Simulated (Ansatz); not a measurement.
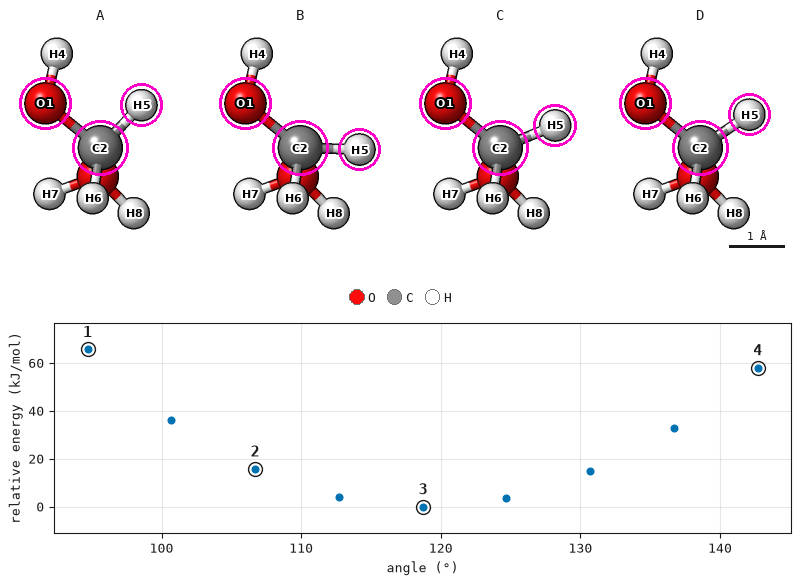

Energy scan for CH$_{5}$O$_{2}$ (charge +1), in which one H–C–O angle is varied, with the rest of the molecule carried along rigidly. The frames are shuffled; the numbered points of the plot belong to them. The picture is a ball-and-stick view, seen onto the plane of the angle. The ringed atoms are those of the scanned coordinate.

Level of theory: PBE0-D4 (def2-TZVPP, Ansatz), on geometries moved rigidly from the minimum at PBE0-D4/def2-TZVP. Energies are counted from the PBE0-D4/def2-TZVP minimum geometry at the same level.

Question: Match the frames to the points.

Answer: Point 1 is frame A (the angle 94.7°, 65.7 kJ/mol); 2 is frame D (the angle 106.7°, 15.8 kJ/mol); 3 is frame C (the angle 118.7°, 0.0 kJ/mol); 4 is frame B (the angle 142.7°, 58.1 kJ/mol). Of the computed points the lowest is at the angle 118.7°, 0.0 kJ/mol. The curvature at the lowest point is about 7.2 eV/rad².
